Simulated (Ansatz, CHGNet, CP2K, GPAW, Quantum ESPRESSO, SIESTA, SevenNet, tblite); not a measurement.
## SIESTA on random packing of B86H14 (at. %) (90 atoms): settings against a plane-wave reference

Wanted: SIESTA inputs and outputs for random packing of B86H14 (at. %) (90 atoms), checked against a plane-wave reference.

Program: SIESTA 5.4.2. Level of theory: the method is named at each step. Results are calculated unless marked as measured.

## 1. The structure

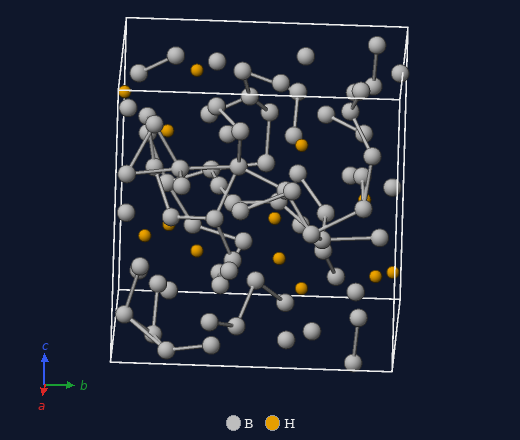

Start, viewed slightly off an axis; boron light grey, hydrogen orange. Bonds to atoms that aren't drawn are left out. Some periodic images of atoms are drawn too.

The cell holds 90 atoms: 77 B and 13 H. Its edges and angles: a = 8.907 Å, b = 8.907 Å, c = 8.907 Å, α = 90.0°, β = 90.0°, γ = 90.0°. 90 atoms (77 B, 13 H) packed at random in a cube at 1.99 g/cm³ and pushed apart as soft spheres; a start for melting by ab initio MD, not an equilibrated structure. Then every atom was moved at random, 0.02 Å r.m.s. a Cartesian component (hydrogen 0.6 of that).

The yardstick, on the same geometry:

* method: Kohn-Sham DFT, PBE, PAW, plane waves (Ansatz 0.2.0); cutoff 420 eV, Γ point, fermi-dirac smearing of 0.05 eV; PAW set soft_2
* r.m.s. force component: 1.085 eV/Å
* longest force: 4.111 eV/Å
* pressure: -14.43 GPa
* SCF cycles: 8
* time: 5.1 s on 4 threads of Arm Neoverse V1, shared host
* CPU time: 19 s

## 2. PBE, DZP, shift 0.01 Ry, mesh 300 Ry

Method: Kohn-Sham DFT, PBE, PseudoDojo 0.4.1 norm-conserving pseudopotentials (converted to PSML), numerical atomic orbitals (DZP), diagonalisation.

The .psml files are PseudoDojo norm-conserving potentials that we converted to this format, checked against plane waves on the same files for H, C, O, Si, Ge and Ca alone.

The input, input.fdf:

```
SystemLabel cell
NumberOfAtoms 90
NumberOfSpecies 2
%block ChemicalSpeciesLabel
  1 5 B
  2 1 H
%endblock ChemicalSpeciesLabel
LatticeConstant 1.0 Ang
%block LatticeVectors
  8.90670 0.00000 0.00000
  0.00000 8.90670 0.00000
  0.00000 0.00000 8.90670
%endblock LatticeVectors
PAO.BasisSize DZP
PAO.EnergyShift 0.01 Ry
XC.Functional GGA
XC.Authors PBE
MeshCutoff 300 Ry
%block kgrid_Monkhorst_Pack
  1 0 0 0.0
  0 1 0 0.0
  0 0 1 0.0
%endblock kgrid_Monkhorst_Pack
SolutionMethod diagon
OccupationFunction FD
ElectronicTemperature 580 K
SCF.Mixer.Method Pulay
SCF.Mixer.Weight 0.05
SCF.Mixer.History 8
SCF.Mix Hamiltonian
MaxSCFIterations 300
SCF.DM.Tolerance 1e-04
SCF.H.Tolerance 1.0e-3 eV
WriteForces T
Write.HirshfeldPop T
Write.VoronoiPop T
Write.DM F
Write.H F
XML.Write F
AtomicCoordinatesFormat Fractional
%block AtomicCoordinatesAndAtomicSpecies
  0.87437 0.09282 0.32188 1
  0.69192 0.19356 0.45840 1
  0.67230 0.85610 0.20079 1
  0.00168 0.35583 0.07496 1
  0.71753 0.41737 0.31403 1
  0.96148 0.03627 0.92548 1
  0.62364 0.43500 0.04737 1
  0.74915 0.42924 0.66759 1
  0.91034 0.85939 0.00320 1
  0.79430 0.35100 0.48530 1
  0.97331 0.44534 0.56411 1
  0.72119 0.14219 0.03370 1
  0.65135 0.15284 0.20110 1
  0.68212 0.86810 0.62897 1
  0.17321 0.30725 0.70225 1
  0.20234 0.18381 0.92077 1
  0.78871 0.12731 0.82302 1
  0.68369 0.73180 0.39135 1
  0.46399 0.49530 0.17479 1
  0.73973 0.57080 0.97650 1
  0.02443 0.32699 0.85695 1
  0.34549 0.72954 0.26159 1
  0.12121 0.05246 0.83004 1
  0.87231 0.90590 0.75431 1
  0.37788 0.63276 0.54994 1
  0.22751 0.07430 0.13419 1
  0.69667 0.93637 0.40931 1
  0.77232 0.82114 0.88962 1
  0.85830 0.69676 0.45686 1
  0.48465 0.73829 0.43578 1
  0.69453 0.34409 0.87107 1
  0.60519 0.57194 0.50588 1
  0.94225 0.61977 0.08809 1
  0.14741 0.64384 0.91966 1
  0.87106 0.87945 0.55978 1
  0.50735 0.40831 0.46771 1
  0.60028 0.99003 0.98963 1
  0.13429 0.44133 0.22963 1
  0.23287 0.02390 0.34594 1
  0.99452 0.62754 0.64861 1
  0.78263 0.34228 0.10148 1
  0.81434 0.03461 0.64324 1
  0.60172 0.09769 0.80137 1
  0.82612 0.60002 0.60604 1
  0.97129 0.87502 0.18604 1
  0.15519 0.51384 0.52508 1
  0.32367 0.59984 0.05950 1
  0.21001 0.36475 0.08625 1
  0.15666 0.81493 0.48991 1
  0.46502 0.97124 0.53349 1
  0.06065 0.64169 0.27704 1
  0.49586 0.82955 0.88572 1
  0.59449 0.61898 0.74596 1
  0.77706 0.22246 0.65946 1
  0.45363 0.38128 0.70624 1
  0.25844 0.72418 0.73792 1
[... 30 atom lines left out ...]
  0.60684 0.57977 0.29668 2
  0.32502 0.91796 0.16765 2
  0.87942 0.65397 0.78790 2
  0.41812 0.55578 0.39316 2
%endblock AtomicCoordinatesAndAtomicSpecies
```

Started as:

```console
$ OMP_NUM_THREADS=1 mpirun -np 2 siesta < input.fdf > output.txt
```

What it wrote:

```text
Version         : 5.4.2
reinit: System Name:
reinit: System Label: cell
initatom: Reading input for the pseudopotentials and atomic orbitals ----------
Species number:   1 Atomic number:    5 Label: B
Species number:   2 Atomic number:    1 Label: H
Ground state valence configuration (from tables):   2s02  2p01  3d00  4f00
Ground state valence configuration (from tables):   1s01  2p00  3d00  4f00
---- Processing specs for species: B
GGA--PBE XC_GGA_X_PBE--XC_GGA_C_PBE pb
---- Processing specs for species: H
GGA--PBE XC_GGA_X_PBE--XC_GGA_C_PBE pb
B pseudopotential only contains V_ls up to l=1 -- lmxkb reset.
H pseudopotential only contains V_ls up to l=1 -- lmxkb reset.
Using PAO.SplitTailNorm
%block ChemicalSpeciesLabel
    1    5 B                       # Species index, atomic number, species label
    2    1 H                       # Species index, atomic number, species label
%endblock ChemicalSpeciesLabel
%block PAO.Basis                 # Define Basis set
B                     2                    # Species label, number of l-shells
 n=2   0   2                         # n, l, Nzeta
   5.254      3.670
   1.000      1.000
 n=2   1   2 P   1                   # n, l, Nzeta, Polarization, NzetaPol
   6.393      4.475
   1.000      1.000
H                     1                    # Species label, number of l-shells
 n=1   0   2 P   1                   # n, l, Nzeta, Polarization, NzetaPol
   5.233      3.529
   1.000      1.000
%endblock PAO.Basis
coor:   Atomic-coordinates input format  =     Fractional
siesta: System type = bulk
initatomlists: Number of atoms, orbitals, and projectors:     90  1066   681
siesta: ******************** Simulation parameters ****************************
Total number of electrons:   244.000000
Total ionic charge:   244.000000
 Kpoints in:            1 . Kpoints trimmed:            1
siesta: k-grid: Number of k-points = 1
siesta: k-points from Monkhorst-Pack grid
siesta: k-cutoff (effective) =     4.453 Ang
siesta: k-point supercell and displacements
siesta: k-grid:     1     0     0      0.000
siesta: k-grid:     0     1     0      0.000
siesta: k-grid:     0     0     1      0.000
                     ====================================
                        Single-point calculation
                     ====================================
outcell: Unit cell vectors (Ang):
        8.906700    0.000000    0.000000
        0.000000    8.906700    0.000000
        0.000000    0.000000    8.906700
outcell: Cell vector modules (Ang)   :    8.906700    8.906700    8.906700
outcell: Cell angles (23,13,12) (deg):     90.0000     90.0000     90.0000
outcell: Cell volume (Ang**3)        :    706.5623
Gamma-point calculation with multiply-connected orbital pairs
Gamma-point calculation with multiply-connected orbital pairs
Folding of H and S implicitly performed
Folding of H and S implicitly performed
new_DM -- step:     1
Initializing Density Matrix...
Attempting to read DM from file... Failed...
DM filled with atomic data:
InitMesh: MESH = 96 x 96 x 96 = 884736
InitMesh: Mesh cutoff (required, used) =   300.000   321.078 Ry
stepf: Fermi-Dirac step function
        iscf     Eharris(eV)        E_KS(eV)     FreeEng(eV)     dDmax    Ef(eV) dHmax(eV)
   scf:    1    -5926.248183    -6190.476915    -6190.727244  1.883434 -5.416577 13.674678
   scf:    2    -6229.977789    -6215.118075    -6215.374903  0.044320 -5.390739  7.001789
   scf:    3    -6227.978545    -6222.968519    -6223.212939  0.041310 -5.369217  2.856282
   scf:    4    -6230.441085    -6227.398575    -6227.653393  0.046949 -5.342428  1.719228
   scf:    5    -6229.610074    -6228.669540    -6228.931177  0.024808 -5.321336  0.676565
   scf:    6    -6229.518100    -6229.145023    -6229.412111  0.010890 -5.305019  0.491928
[...]
scf:   19    -6229.522991    -6229.522998    -6229.801653  0.000079 -5.261253  0.001154
   scf:   20    -6229.522975    -6229.522987    -6229.801655  0.000033 -5.261261  0.001150
   scf:   21    -6229.522967    -6229.522977    -6229.801656  0.000033 -5.261296  0.000616
SCF Convergence by DM+H criterion
max |DM_out - DM_in|         :     0.0000327886
max |H_out - H_in|      (eV) :     0.0006162403
SCF cycle converged after 21 iterations
Using DM_out to compute the final energy and forces
siesta: E_KS(eV) =            -6229.5230
siesta: E_KS - E_eggbox =     -6229.5230
siesta: Atomic forces (eV/Ang):
     1   -0.608624   -0.653288    0.676127
     2    0.701374   -1.134501   -0.124667
     3   -0.648954   -0.225990    0.781860
     4   -0.136250    0.725787   -0.618069
     5   -0.346107   -0.848877   -0.781166
     6   -1.622307   -0.239991   -0.543146
[...]
88   -0.547640   -0.410056    0.679950
    89    0.362960   -0.256573   -1.399579
    90   -0.219349   -0.559992   -0.331250
----------------------------------------
   Tot   -0.000383    0.000759   -0.003770
----------------------------------------
   Max    3.673910
   Res    1.177790    sqrt( Sum f_i^2 / 3N )
----------------------------------------
   Max    3.673910    constrained
Stress tensor Voigt[x,y,z,yz,xz,xy] (kbar):      123.49      128.17      126.69       28.44      -15.13       35.86
(Free)E + p*V (eV/cell)    -6285.4187
Target enthalpy (eV/cell)    -6229.8017
siesta: Program's energy decomposition (eV):
siesta: Ebs     =     -2775.782388
siesta: Eions   =     12424.525505
siesta: Ena     =      4579.742826
siesta: Ekin    =      3976.882105
siesta: Enl     =       202.904901
siesta: DEna    =       -21.402668
siesta: DUscf   =        11.278975
siesta: Ex      =     -2245.516434
siesta: Ec      =      -308.887178
siesta: Exc     =     -2554.403612
siesta: Eharris =     -6229.522967
siesta: Etot    =     -6229.522977
siesta: FreeEng =     -6229.801656
siesta: Final energy (eV):
siesta:  Band Struct. =   -2775.782388
siesta:       Kinetic =    3976.882105
siesta:       Hartree =     823.766590
siesta:         Exch. =   -2245.516434
siesta:         Corr. =    -308.887178
siesta:   Exch.-corr. =   -2554.403612
siesta:  Ion-electron =   -5376.019970
siesta:       Ion-ion =   -3099.748090
siesta:         Total =   -6229.522977
siesta:         Fermi =      -5.261296
siesta: Stress tensor (static) (eV/Ang**3):
siesta:     0.077075    0.022382   -0.009441
siesta:     0.022382    0.079995    0.017748
siesta:    -0.009441    0.017748    0.079076
siesta: Cell volume =        706.562320 Ang**3
siesta: Pressure (static):
siesta:                Solid            Molecule  Units
siesta:          -0.00085731         -0.00066053  Ry/Bohr**3
siesta:          -0.07871497         -0.06064750  eV/Ang**3
siesta:        -126.11528191        -97.16799998  kBar
    Orbital volume contribution        =          51.460925 eV
    (Free)E + p_basis*V_orbitals       =       -6178.340731 eV
    (Free)Eharris+ p_basis*V_orbitals  =       -6178.340721 eV
Hirshfeld Atomic Populations:
Atom #   charge [q] valence [e]  Species
     1     0.036361    2.963639  B
     2    -0.005427    3.005427  B
     3     0.044397    2.955603  B
     4    -0.026485    3.026485  B
     5     0.051238    2.948762  B
     6    -0.009797    3.009797  B
[...]
78    -0.001412    1.001412  H
    79     0.003563    0.996437  H
    80    -0.014072    1.014072  H
    81    -0.000765    1.000765  H
    82    -0.006341    1.006341  H
    83    -0.033042    1.033042  H
[...]
--------------------
 Total    -0.000001
Voronoi Atomic Populations:
Atom #   charge [q] valence [e]  Species
[...]
75     0.035700    2.964300  B
    76    -0.038371    3.038371  B
    77     0.051701    2.948299  B
[...]
88     0.018644    0.981356  H
    89     0.069485    0.930515  H
    90     0.016034    0.983966  H
--------------------
 Total    -0.000001
```

The job ended after 5 min (2 MPI ranks of Arm Neoverse V1, shared host; peak memory 1.5 GiB; 9.9 min of CPU time).

Banners, paths, timers and routine set-up lines are dropped from the logs unmarked, and long logs keep their key lines alone; longer cuts are marked.

Compared with the plane-wave run:

| Property | Result |
| --- | --- |
| r.m.s. force component | 1.178 eV/Å |
| r.m.s. difference of force components | 165.1 meV/Å |
| longest difference of force vectors | 569.3 meV/Å |
| force difference over r.m.s. force | 15.22 % |
| slope of forces against the reference's | 1.077 |
| correlation of force components | 0.9927 |
| pressure | -12.61 GPa |
| pressure difference | 1.823 GPa |

Length of the force difference by element (eV/Å):

```csv
element,atoms,mean,most
B,77,0.27,0.57
H,13,0.024,0.050
```

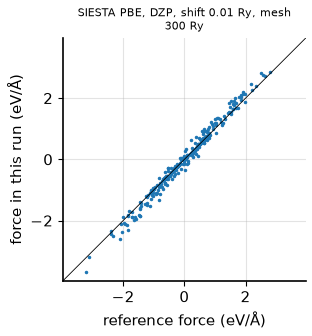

Force components against those of the reference; the line marks equality.

The surroundings of B61, whose charge lies farthest from its element's mean, nearest first, numbered as they follow in the input and with coordinates relative to it.

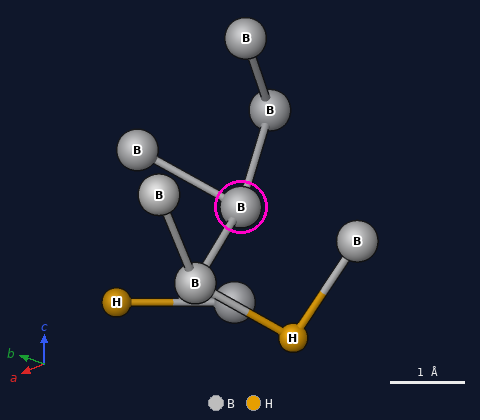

The atoms of the table, within 2.5 Å (arrows a, b, c point along x, y, z); some may hide others; the central atom is ringed.

```csv
atom,x,y,z,distance (Å),Hirshfeld charge (e),Fx,Fy,Fz (eV/Å)
B61,0.00,0.00,0.00,0.00,-0.10,-0.46,-3.67,1.01
B63,-0.02,0.86,-1.35,1.60,0.00,0.04,1.13,-1.53
B66,0.55,1.40,0.63,1.63,-0.02,2.41,0.64,1.66
B70,0.12,-0.65,1.64,1.76,0.04,0.55,0.10,0.00
B1,-1.70,-0.62,-0.84,1.99,0.04,-0.61,-0.65,0.68
H86,-0.34,-0.66,-1.85,1.99,0.04,0.73,-0.25,-0.62
B39,1.50,-1.23,-0.63,2.04,0.02,0.08,1.67,-0.16
B71,-0.81,0.64,2.07,2.32,0.00,1.18,2.09,0.72
B57,-0.80,2.22,-0.65,2.45,0.06,-1.14,1.19,2.13
H83,2.37,0.15,-0.74,2.49,-0.03,-0.44,-1.10,0.48
```

Forces lie 15 % from the reference's, at 32 times its CPU time (on 2 against 4 cores).

The difference per atom is largest on B (0.27 eV/Å on average, against 0.024 on H).

## 3. What came out

| Quantity | Value |
| --- | --- |
| force difference from the reference | SIESTA PBE, DZP, shift 0.01 Ry, mesh 300 Ry, 15 % |
| its CPU time | 9.9 min |

The PBE run in local orbitals differs by 15 % (SIESTA PBE, DZP, shift 0.01 Ry, mesh 300 Ry); basis, grid and potentials can all enter. In pressure, SIESTA PBE, DZP, shift 0.01 Ry, mesh 300 Ry misses by +1.8 GPa, at the same functional. The reference's pressure of -14 GPa belongs to a cell and atoms that aren't relaxed at this level. The electronic-structure runs sample only Γ, in a cell whose shortest periodic width is 9 Å, which is coarse for a cell with partly filled levels.

[Also dropped from logs without a mark: logging warnings of Python, and SIESTA's first energy breakdown and zero terms.]

[Logs are printed without paths, hosts, clocks, repeated set-up lines and the standing remarks that a program may print on its own settings, such as how far it seeks lower states.]

[Hosts, paths, dates, database ids (printed as entryN), source tags and the programs' standing remarks are cut or masked in the printed files.]
